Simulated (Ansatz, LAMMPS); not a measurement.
# Electronic structure of liquid Mg44Si45Fe11 (at. %) at 1800 K (62 atoms), part 2 of 2

What does DFT give for liquid Mg44Si45Fe11 (at. %) at 1800 K (62 atoms) as built?

Ansatz 0.2.0; Kohn-Sham DFT, PBEsol, PAW (set soft_2), plane waves.

The cell: 27 Mg, 28 Si and 7 Fe. The starting topology of bonds comes from the classical model. The Brillouin zone is sampled at Γ only, in a cell whose shortest periodic width is 11 Å.

So far: The starting structure; The classical run that made the cell; Plane-wave single point.

### Step 3. Plane-wave single point (continued)

States in the cell by windows of 1 eV, zero at the Fermi level; the larger projections on atomic orbitals stand beside the total:

```csv
from (eV),to (eV),total up,total down,Si p,Fe d,Si s,Mg s
-18,-11,0.0,0.0,0.0,0.0,0.0,0.0
-11,-10,1.5,1.6,0.4,0.0,1.9,0.2
-10,-9,3.4,3.3,0.9,0.1,4.6,0.7
-9,-8,5.8,5.8,1.8,0.2,7.8,1.2
-8,-7,7.4,7.5,2.4,0.5,10.2,1.4
-7,-6,5.9,5.9,2.0,0.5,8.1,0.9
-6,-5,4.0,4.0,2.1,0.3,4.5,0.7
-5,-4,8.7,7.5,8.1,2.4,1.4,3.3
-4,-3,16.2,12.5,14.9,6.5,1.8,4.4
-3,-2,23.8,17.4,20.1,12.5,2.1,4.8
-2,-1,23.1,20.1,18.1,16.5,1.6,4.2
-1,0,17.7,20.7,17.5,10.5,2.0,4.2
0,1,14.3,21.3,14.8,9.7,1.7,3.9
1,2,15.1,17.0,14.0,4.1,1.6,4.2
2,3,17.1,17.9,11.7,2.0,1.4,5.0
```

About 270 of the 494 electrons lie in deeper levels, below the stored range.

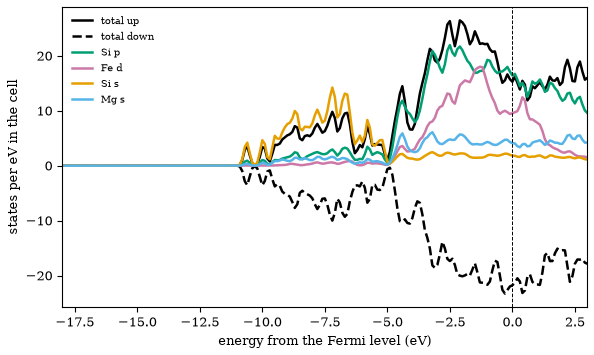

Total and projected density of states, with the broadening of the input. Down spins are drawn downwards.

The levels nearest the highest filled one (over half full), pooled over k-points and spins:

```csv
level less the highest filled one (eV),occupation
-0.144,1
-0.0862,0.999
-0.0696,0.995
-0.0606,0.989
-0.0114,0.82
0,0.724
0.029,0.411
0.0872,0.031
0.0878,0.029
0.119,0.003
0.161,0
0.164,0
```

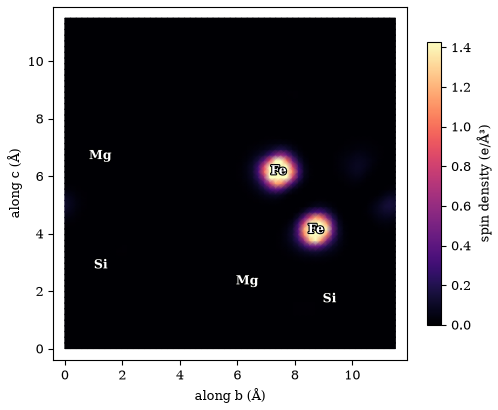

Spin density in the bc plane at fractional x = 0.304, with atoms of Mg and Si and Fe within 0.2 Å of it.

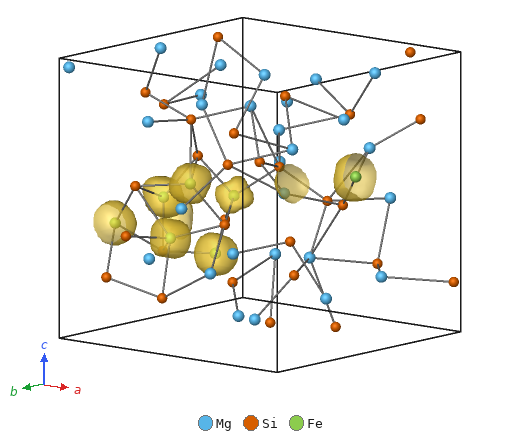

Surface of spin density = 0.11 e/Å³, which holds about 70 % of the integral of its size. Bonds to atoms that aren't drawn are left out.

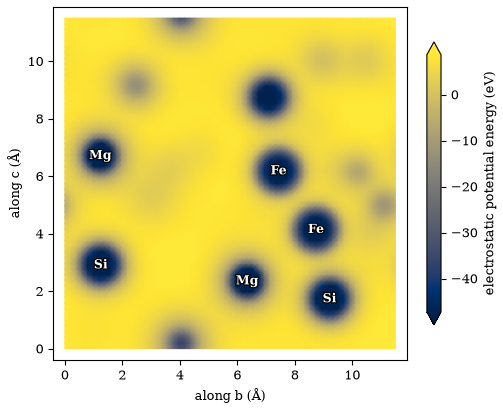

Electrostatic potential energy in the bc plane at fractional x = 0.304, with atoms of Mg and Si and Fe within 0.2 Å of it. With pseudopotentials it is smooth inside the atoms' cores, unlike the true potential.

The cell holds a total moment of 11.5 μB; no search proves this magnetic order the lowest. Within 0.4 eV of the Fermi level the largest share is Si p (50 % of the projected weight).

### Step 4. Local order

Bonds and neighbours are counted at the geometry of the runs.

Density 2.00 g/cm³, 24.52 Å³ an atom.

g(r), total and by pair (bins of 0.2 Å):

```csv
r (Å),total,Si-Si,Si-Mg,Si-Fe,Mg-Mg,Mg-Fe,Fe-Fe
2.10,0.40,0.00,0.00,3.92,0.00,0.00,0.00
2.30,1.07,0.27,0.43,7.08,0.00,0.00,9.15
2.50,1.52,2.25,1.15,2.99,0.52,0.48,12.12
2.70,1.44,0.87,2.01,0.40,1.36,0.86,7.05
2.90,1.77,1.46,2.42,0.73,0.97,1.50,8.98
3.10,1.30,0.63,2.00,0.99,1.02,0.67,2.53
3.30,0.72,0.99,0.66,0.56,0.89,0.00,2.17
3.50,0.98,1.02,0.79,1.00,1.50,0.52,2.10
3.70,1.06,1.36,1.15,0.68,0.86,0.24,5.34
3.90,0.95,1.12,0.84,1.22,0.87,0.83,1.56
4.10,0.92,0.82,0.71,1.11,1.38,0.94,0.00
4.30,1.08,1.02,0.99,1.53,1.25,0.52,2.73
4.50,0.95,0.69,0.95,0.76,1.65,0.47,0.00
4.70,0.87,0.84,0.79,1.25,0.68,1.29,0.00
4.90,0.98,0.95,1.09,0.91,1.11,0.40,1.02
5.10,0.97,0.71,0.95,1.19,1.22,0.86,0.96
5.30,0.93,1.10,0.94,0.76,0.59,1.47,0.00
5.50,1.25,1.70,0.98,1.12,1.26,1.68,0.00
```

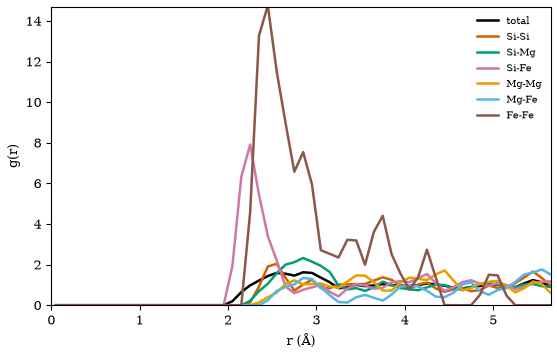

Pair distribution functions, lightly smoothed, with peaks cut at 14.

The surroundings of Mg21, which bears the longest force, nearest first, numbered as they follow in the input and with coordinates relative to it.

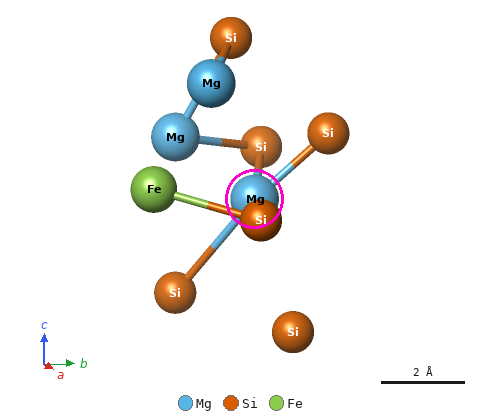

The atoms of the table, within 3.9 Å (arrows a, b, c point along x, y, z); some may hide others; the central atom is ringed.

```csv
atom,x,y,z,distance (Å),moment (μB),Fx,Fy,Fz (eV/Å)
Mg21,0.00,0.00,0.00,0.00,0.00,0.83,-0.07,-2.88
Si54,0.20,1.77,1.58,2.38,-0.02,-0.29,1.72,0.77
Mg12,-1.03,-1.74,1.43,2.48,-0.01,-0.61,-1.14,1.75
Si34,-2.43,0.64,0.97,2.70,-0.01,-0.62,0.07,0.23
Si32,2.77,-0.39,-0.20,2.80,-0.01,-0.10,-0.51,-0.03
Si49,-1.14,-1.73,-2.37,3.14,-0.01,1.14,-1.26,1.10
Fe57,1.45,-2.76,0.46,3.15,2.32,-0.16,1.07,-0.79
Si52,1.13,0.72,-3.12,3.40,-0.04,-0.45,-0.30,0.40
Mg23,1.93,-1.45,3.06,3.90,-0.01,-0.79,-0.71,-0.12
Si30,-0.37,-0.51,3.88,3.93,-0.01,-0.41,0.14,0.54
```

### Step 5. Results

```yaml
free_energy_per_atom: -1615.1031 eV/atom
pressure: -3.581 GPa
r_m_s_force_component: 0.7828 eV/Å
wall_time_of_the_1_dft_run: 53 s
```

In words: 5 levels are partly filled, by over 2 % (at Γ alone): at this level the cell shows no clear gap. The cell holds a total moment of 11.5 μB; no search proves this magnetic order the lowest.

**Limits.** In the spin-polarised runs the search for a state of lower energy was switched off. The force components of 0.78 eV/Å r.m.s. come partly from thermal motion and partly from the difference between the classical potential and DFT. The run was spin polarised, started with 7 parallel moments, ending at 11.5 μB in the cell; that starting order needn't be the real material's, and it bears on forces, charges and levels. The moments were started parallel, whereas the real liquid is a paramagnet at this temperature. The pressure of -3.6 GPa is that of one thermal frame, in which the classical model's bond lengths enter as well as the volume, without the kinetic term.

[Logs are printed without paths, hosts, clocks, repeated set-up lines and the standing remarks that a program may print on its own settings, such as how far it seeks lower states.]

[Hosts, paths, dates, database ids (printed as entryN), source tags and the programs' standing remarks are cut or masked in the printed files.]
